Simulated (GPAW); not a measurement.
# 1T-PtSe2 monolayer: work function by functional and basis, part 2 of 2

Wanted: work functions and dipole of 1T-PtSe2 monolayer, with the cost of each level. Where a layer proves gapped, the work function hangs on where the smearing puts the Fermi level, and the band edges take its place.

GPAW 26.7.0; GPAW, PAW setups; layer in a repeated cell with vacuum, relaxation of atoms and in-plane cell (the session's first sound run).

So far, upper work function (eV): step 3 (plane waves, PBE) 5.04; step 4 (self-consistent run: xc = "revPBE") 4.93; step 5 (OptPBE vdW: xc = "optPBE-vdW", GPAW, PAW setups, GPAW) 5.28; step 6 (self-consistent run: xc = "vdW-DF2", GPAW, PAW setups, GPAW) 5.44; step 7 (self-consistent run: xc = "RPBE") 4.93.

### 8. Self-consistent run: xc = "LDA"

Level of this step: GPAW, PAW setups; slab in vacuum (GPAW).

The same geometry under LDA, to see how far the functional moves the levels against the vacuum.

run.py

```python
import json
import numpy as np
from ase import Atoms
from gpaw import GPAW, PW

slab = Atoms(
    ['Se', 'Pt', 'Se'],
    positions=[
        [1.87323, 1.08151, 7.00000],
        [-0.00000, -0.00000, 8.31148],
        [-0.00000, 2.16302, 9.62297]],
    cell=[[3.74646, 0.0, 0.0], [-1.87323, 3.24453, 0.0], [0.0, 0.0, 16.623]],
    pbc=[True, True, False])

slab.calc = GPAW(mode=PW(400), xc='LDA', kpts={'size': (9, 9, 1), 'gamma': True},
                 occupations={'name': 'fermi-dirac', 'width': 0.05}, nbands='160%',
                 convergence={'density': 1e-05}, maxiter=200,
                 poissonsolver={'dipolelayer': 'xy'},
                 symmetry={'tolerance': 1e-3}, txt='slab.txt')
result = {}
energy = slab.get_potential_energy()
fermi = slab.calc.get_fermi_level()
v = slab.calc.get_electrostatic_potential().mean((0, 1)) - fermi
n = slab.calc.get_pseudo_density().mean((0, 1))
L = slab.cell[2, 2]
z = np.arange(len(v)) * L / len(v)
low, high = slab.positions[:, 2].min(), slab.positions[:, 2].max()
below, above = np.interp([low - 4.8, high + 4.8], z, v)
slopes = [np.interp(x, z, np.gradient(v, z)) for x in (low - 4.8, high + 4.8)]
eps = np.array([[slab.calc.get_eigenvalues(k, s) for k in range(len(slab.calc.get_ibz_k_points()))]
                for s in range(slab.calc.get_number_of_spins())]) - fermi
top, bottom = eps[eps < 0].max(), eps[eps > 0].min()
dipole = slab.get_dipole_moment()[2]
print(f'energy {energy:.4f} eV, Fermi level {fermi:.4f} eV, dipole {dipole:.5f} e A')
print(f'potential 4.8 A off the faces, from the Fermi level: lower {below:.4f} eV, upper {above:.4f} eV')
print(f'slope of the potential there: lower {slopes[0]:.5f}, upper {slopes[1]:.5f} eV/A')
print(f'nearest levels on the mesh: {top:.4f} and {bottom:.4f} eV')
print('magnetic moment', round(slab.get_magnetic_moment(), 3))
result.update(energy=energy, fermi=fermi, dipole=dipole, below=below, above=above, slopes=slopes, edges=[top, bottom],
              z=z.tolist(), v=v.tolist(), n=n.tolist(), positions=slab.positions.tolist(),
              forces=slab.get_forces(apply_constraint=False).tolist(), moments=slab.get_magnetic_moments().tolist())
json.dump(result, open('result.json', 'w'))
```

Started as:

```console
$ OMP_NUM_THREADS=1 OPENBLAS_NUM_THREADS=1 python run.py
```

The log of the run:

```text
energy -17.0592 eV, Fermi level -1.4245 eV, dipole -0.00023 e A
potential 4.8 A off the faces, from the Fermi level: lower 5.3004 eV, upper 5.3057 eV
slope of the potential there: lower -0.00014, upper 0.00014 eV/A
nearest levels on the mesh: -0.6611 and 0.6295 eV
magnetic moment 0.0
```

Elapsed: 18 s, on 1 thread of Arm Neoverse V2, shared host; peak memory 0.17 GiB.

Numbers from this step:

| Quantity | Value |
| --- | --- |
| dipole along the normal | -2.34e-4 e·Å |
| levels nearest the Fermi level on the mesh | -0.6611, 0.6295 eV from the Fermi level |
| upper work function | 5.306 eV |
| lower work function | 5.300 eV |
| upper ionisation energy | 5.967 eV |

The electrostatic potential energy of an electron (without an applied field's), less the Fermi level, planar mean by z:

```csv
z (Å),"electrostatic potential energy of an electron (without an applied field's), less the Fermi level, planar mean (eV)"
0,5.30
2,5.30
4,5.29
6,3.03
8,-11.1
10,-7.00
12,5.26
14,5.31
16,5.31
```

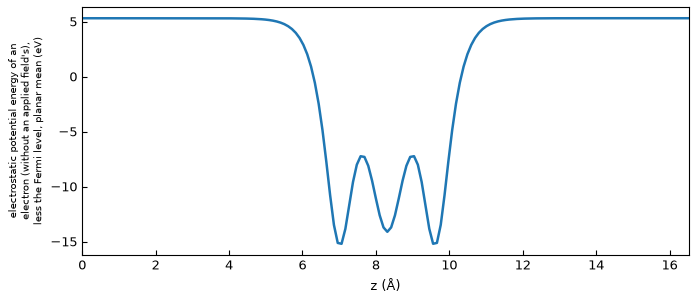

Electrostatic potential energy of an electron (without an applied field's), less the Fermi level, planar mean, plotted against z.

The highest filled level lies 0.661 eV under the Fermi level, so the ionisation energy from the upper face is 5.306 + 0.661 = 5.967 eV, against 5.728 eV in the base run.

### 9. Real-space grid: mode = "fd"

A real-space grid is a second complete basis, so it checks the plane-wave result.

Edit run.py of step 8 so:

```diff
@@ -3,3 +3,3 @@
 from ase import Atoms
-from gpaw import GPAW, PW
+from gpaw import GPAW
 
@@ -14,3 +14,3 @@
 
-slab.calc = GPAW(mode=PW(400), xc='LDA', kpts={'size': (9, 9, 1), 'gamma': True},
+slab.calc = GPAW(mode='fd', h=0.18, xc='PBE', kpts={'size': (9, 9, 1), 'gamma': True},
                  occupations={'name': 'fermi-dirac', 'width': 0.05}, nbands='160%',
```

The log of the run:

```text
energy -14.5559 eV, Fermi level -5.0339 eV, dipole -0.00036 e A
potential 4.8 A off the faces, from the Fermi level: lower 5.0312 eV, upper 5.0365 eV
slope of the potential there: lower -0.00017, upper 0.00017 eV/A
nearest levels on the mesh: -0.6903 and 0.6624 eV
magnetic moment 0.0
```

It took 71 s on 1 thread; peak memory 0.46 GiB.

Numbers from this step:

| Item | Value |
| --- | --- |
| dipole along the normal | -3.61e-4 e·Å |
| levels nearest the Fermi level on the mesh | -0.6903, 0.6624 eV from the Fermi level |
| upper work function | 5.036 eV |
| lower work function | 5.031 eV |
| upper ionisation energy | 5.727 eV |

Electrostatic potential energy of an electron (without an applied field's), less the Fermi level, planar mean against z:

```csv
z (Å),"electrostatic potential energy of an electron (without an applied field's), less the Fermi level, planar mean (eV)"
0,5.03
1,5.03
2,5.03
3,5.03
4,5.02
5,4.90
6,2.75
7,-15.5
8,-11.4
9,-7.60
10,-7.31
11,4.27
12,4.99
13,5.03
14,5.04
15,5.04
16,5.04
```

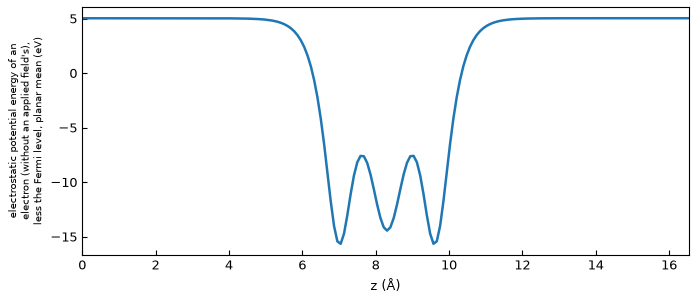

Electrostatic potential energy of an electron (without an applied field's), less the Fermi level, planar mean against z.

The highest filled level lies 0.690 eV under the Fermi level, so the ionisation energy from the upper face is 5.036 + 0.690 = 5.727 eV, against 5.728 eV in the base run.

### 10. Atomic orbitals: mode = "lcao"

Atom-centred orbitals end a few angstrom from the surface, which tests how much the density's tail matters.

Edit run.py of step 9 so:

```diff
@@ -14,4 +14,4 @@
 
-slab.calc = GPAW(mode='fd', h=0.18, xc='PBE', kpts={'size': (9, 9, 1), 'gamma': True},
-                 occupations={'name': 'fermi-dirac', 'width': 0.05}, nbands='160%',
+slab.calc = GPAW(mode='lcao', basis='dzp', h=0.18, xc='PBE', kpts={'size': (9, 9, 1), 'gamma': True},
+                 occupations={'name': 'fermi-dirac', 'width': 0.05}, nbands='120%',
                  convergence={'density': 1e-05}, maxiter=200,
```

The log of the run:

```text
energy -13.5294 eV, Fermi level -4.9449 eV, dipole -0.00036 e A
potential 4.8 A off the faces, from the Fermi level: lower 4.9422 eV, upper 4.9476 eV
slope of the potential there: lower -0.00000, upper 0.00000 eV/A
nearest levels on the mesh: -0.6949 and 0.6718 eV
magnetic moment 0.0
```

It took 34 s on 1 thread; peak memory 0.28 GiB.

This step gave:

```
levels nearest the Fermi level on the mesh : -0.6949, 0.6718 eV from the Fermi level
upper work function                        : 4.948 eV
lower work function                        : 4.942 eV
upper ionisation energy                    : 5.643 eV
```

Electrostatic potential energy of an electron (without an applied field's), less the Fermi level, planar mean against z:

```
z (Å)  electrostatic potential energy of an electron (without an applied field's), less the Fermi level, planar mean (eV)
    0                                                                                                                4.94
    1                                                                                                                4.94
    2                                                                                                                4.94
    3                                                                                                                4.94
    4                                                                                                                4.94
    5                                                                                                                4.86
    6                                                                                                                2.74
    7                                                                                                               -15.6
    8                                                                                                               -11.6
    9                                                                                                               -7.75
   10                                                                                                               -7.35
   11                                                                                                                4.26
   12                                                                                                                4.93
   13                                                                                                                4.95
   14                                                                                                                4.95
   15                                                                                                                4.95
   16                                                                                                                4.95
```

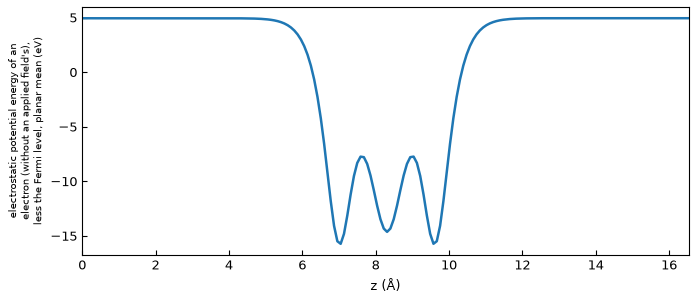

Electrostatic potential energy of an electron (without an applied field's), less the Fermi level, planar mean, plotted against z.

The highest filled level lies 0.695 eV under the Fermi level, so the ionisation energy from the upper face is 4.948 + 0.695 = 5.643 eV, against 5.728 eV in the base run.

### 11. The ladder

Times are for 1 thread of Arm Neoverse V2, shared host. The series side by side:

```
no.         run  upper ionisation energy (eV)  time  memory (GiB)
  1          pw                         5.728  20 s          0.18
  2      revPBE                         5.637  20 s          0.18
  3  optPBE vdW                         5.948  28 s          0.32
  4     vdW DF2                         6.091  26 s          0.32
  5        RPBE                         5.643  21 s          0.18
  6         LDA                         5.967  18 s          0.17
  7          fd                         5.727  71 s          0.46
  8        lcao                         5.643  34 s          0.28
```

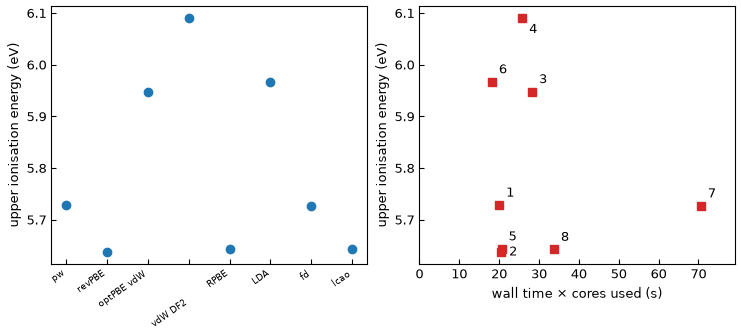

The series as plots; the last panel sets the first result against cost, with the runs numbered as in the table.

### 12. Side by side

Results and costs are gathered.

This step: comparison of work functions, dipole and cost (GPAW 26.7.0).

Ladder, by row:

```csv
step,code,"work function, upper (eV)","work function, lower (eV)",dipole (e Å),wall time (s),peak memory (GiB),threads
pw,GPAW,5.037,5.031,-2.35e-4,20.02,0.18,1
revPBE,GPAW,4.928,4.923,-2.35e-4,20.4,0.18,1
optPBE-vdW,GPAW,5.283,5.278,-2.35e-4,28.25,0.32,1
vdW-DF2,GPAW,5.442,5.437,-2.35e-4,25.78,0.32,1
RPBE,GPAW,4.933,4.928,-2.35e-4,20.62,0.18,1
LDA,GPAW,5.306,5.3,-2.34e-4,18.2,0.17,1
fd,GPAW,5.037,5.031,-3.61e-4,70.6,0.46,1
lcao,GPAW,4.948,4.942,-3.61e-4,33.75,0.28,1
```

### 13. Results

| Item | Value |
| --- | --- |
| work function, upper and lower face (Fermi level placed in the gap by the smearing) | 5.037 and 5.031 eV |
| ionisation energy from the upper face (highest filled level on the mesh) | 5.73 eV |
| electron affinity from the upper face (lowest empty Kohn-Sham level on the mesh) | 4.37 eV |
| dipole along the normal | -2.4e-4 e Å, near the numerical noise |

In words: With plane waves and PBE the ionisation energy from the upper face is 5.73 eV and the Kohn-Sham electron affinity 4.37 eV. The levels nearest the Fermi level on the mesh lie 1.35 eV apart, so the slab is gapped there: the smearing puts the Fermi level inside the gap, and from either face the ionisation energy is the work function plus 0.69 eV. Both are Kohn-Sham levels on the mesh, and semilocal gaps are too small, so the affinity tends to come out too large and the ionisation energy too small. Work functions of a gapped slab move with the place of the Fermi level in the gap; over the runs without a planted fault the highest filled level on the mesh lies 5.64 (revPBE) to 6.09 eV (vdW-DF2) under the upper vacuum level. With elements this heavy, spin-orbit coupling can move band edges by tenths of an eV. The small printed dipole stands for a step of 3.5 meV from the lower to the upper face, and the probes find 5.3 meV; values this small are near the numerical noise of both. The layer's cell and atoms come from the relaxation; spin-orbit coupling and temperature are left out.

[Logs are printed without paths, hosts, clocks, repeated set-up lines and the standing remarks that a program may print on its own settings, such as how far it seeks lower states.]

[Hosts, paths, dates, database ids (printed as entryN), source tags and the programs' standing remarks are cut or masked in the printed files.]
